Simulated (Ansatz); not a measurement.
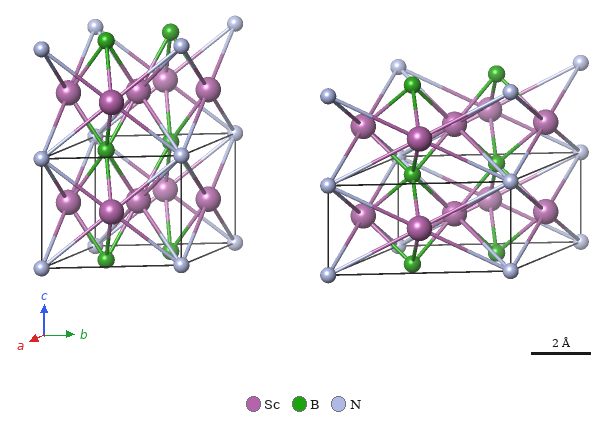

Two geometries of a crystal of Sc$_{3}$B$_{2}$N (a generated structure, set up in P6/mmm) (coarse preliminary run), drawn at one scale. One is the start of a relaxation, the other its converged end. Style: ball-and-stick. Shown: the cell of the calculation, repeated 1 × 1 × 2 with one cell outlined, slightly off an axis.

All numbers below come from DFT PBE, scalar-relativistic, plane waves, PAW (Ansatz). Settings: plane-wave cutoff 420 eV; k-point mesh 6 × 6 × 4; occupations gaussian; smearing width 0.1 eV; no spin polarisation; cell and atoms relaxed; force threshold 0.04 eV/Å; at most 70 steps.

Q: Which of the two is the end point?

A: The right one is the relaxed one. After 11 accepted moves (14 points after the start) the energy has fallen by 866 meV per atom. All forces vanish by symmetry, so only the cell relaxes. Pressure: 27.59 GPa at the start and −0.03 GPa at the end. The line search rejected the trial step at point 6 of the run. The SCF was repeated twice at an unchanged geometry on a basis and grid sized afresh for the cell, which shifted the energy by 66.6 meV per atom at most. The atoms keep their places relative to the cell (all moves are under 0.005 Å). The volume changes by +39.1 %, with a = b 4.790 → 6.251 Å (+30.5 %), c 3.775 → 3.084 Å (−18.3 %). Near-neighbour distances that change, for instance: Sc–Sc 2.395 → 3.125 Å, Sc–Sc 3.775 → 3.084 Å, N–Sc 3.049 → 3.485 Å, B–Sc 2.340 → 2.373 Å. Among the angles between lasting bonds that change: B–Sc–B 107.6° → 81.0°, Sc–B–Sc 107.6° → 81.0°, B–Sc–B 72.4° → 99.0°. The space group stays P6/mmm (No. 191).

Limits of the set-up: the k-point mesh is coarse for a cell with partly filled bands.
